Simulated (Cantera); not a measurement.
Charge: 1 mol Si, 1.9 mol H2, at 0.133 bar.

These are equilibrium values from Cantera (NASA tables, ideal gas, pure condensed phases), not measurements of a reactor. Candidate condensed phases: Si; 9 gas species. Gases not in the tables: Si2H6 and higher silanes. The numbers say what is thermodynamically allowed, not how fast it happens.

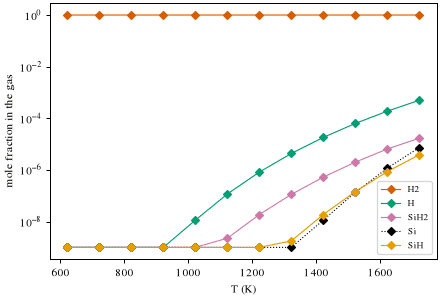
Figure. Equilibrium gas composition (values under 1e-9 drawn at 1e-9)

From 623 K to 1623 K the condensed part is Si(s). At 1723 K the condensed part is Si(l).
